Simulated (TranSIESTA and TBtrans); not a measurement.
System: Cu chain with one H atom inserted. Leads: straight Cu chain, spacing 2.185 Å. Geometry: 3 atoms about the centre moved by SIESTA (PBE, DZP) to a largest force of 0.01 eV/Å, all others as built, motion along the axis alone.

TranSIESTA and TBtrans, PBE, DZP numerical orbitals (energy shift 0.15 eV), PseudoDojo norm-conserving scalar-relativistic potentials, mesh cutoff 200 Ry, 300 K, no spin polarisation, no spin-orbit coupling; self-consistent non-equilibrium Green functions.

Energies count from the leads' Fermi level. Transmissions are for one spin of a degenerate pair. The energy step is 0.01 eV; narrower resonances are cut or missed.

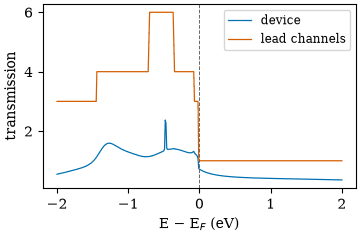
Fig. 1. Transmission against energy

| E (eV) | T | lead channels |
|---|---|---|
| -2.00 | 0.55 | band edge |
| -1.80 | 0.66 | 3 |
| -1.60 | 0.81 | 3 |
| -1.40 | 1.29 | 4 |
| -1.20 | 1.54 | 4 |
| -1.00 | 1.30 | 4 |
| -0.80 | 1.15 | 4 |
| -0.60 | 1.22 | band edge |
| -0.40 | 1.40 | band edge |
| -0.20 | 1.30 | 4 |
| 0.00 | 0.72 | 1 |
| 0.20 | 0.54 | 1 |
| 0.40 | 0.47 | 1 |
| 0.60 | 0.44 | 1 |
| 0.80 | 0.42 | 1 |
| 1.00 | 0.41 | 1 |
| 1.20 | 0.40 | 1 |
| 1.40 | 0.39 | 1 |
| 1.60 | 0.38 | 1 |
| 1.80 | 0.37 | 1 |
| 2.00 | 0.35 | 1 |

The leads' channel count changes near -0.01 eV, within the thermal window, so values at the Fermi level hang on where that band edge falls. The straight chain is held at its spacing; free chains may zigzag or dimerise. No spin-polarised start was tried, so a magnetic state, if there is one, is missed.
